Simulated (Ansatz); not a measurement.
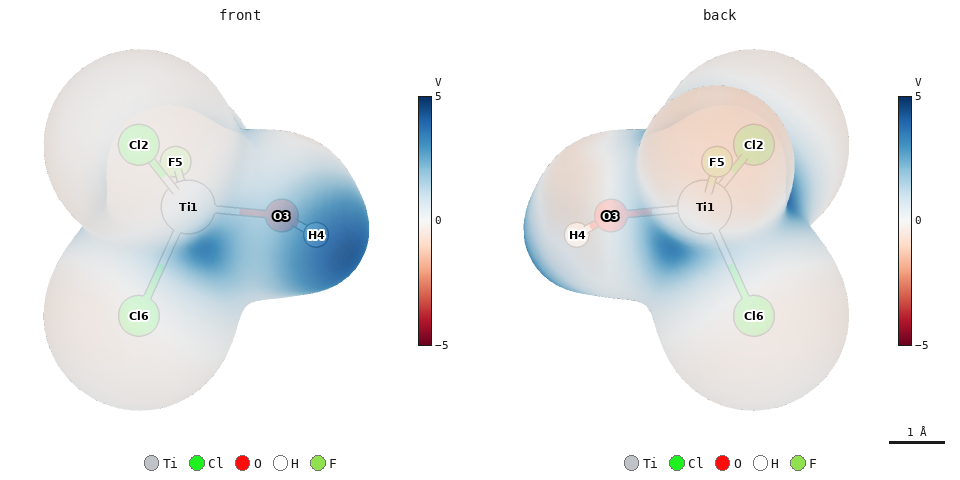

*Cl$_{2}$FHOTi. The electrostatic potential painted on the density surface at 0.004 e/bohr³, seen from the front and from behind; the colour scale runs from red (negative) to blue (positive).*

Computed with RKS B3LYP/def2-SVP in Ansatz 0.2.0.

```xyz
6

Ti   -0.0451   -0.0589   -0.0140
Cl    0.0375   -0.0585    2.1801
O     1.5799   -0.1636   -0.6533
H     2.3584   -0.7362   -0.6462
F    -0.7636    1.4140   -0.5880
Cl   -1.2078   -1.7895   -0.7027
```

> Which sites attract a positive test charge, and which a negative one?

A positive charge is drawn to the negative regions and a negative charge to the positive ones. The most negative region (about −0.9 V) lies over F5, the most positive (about +4.1 V) over H4.
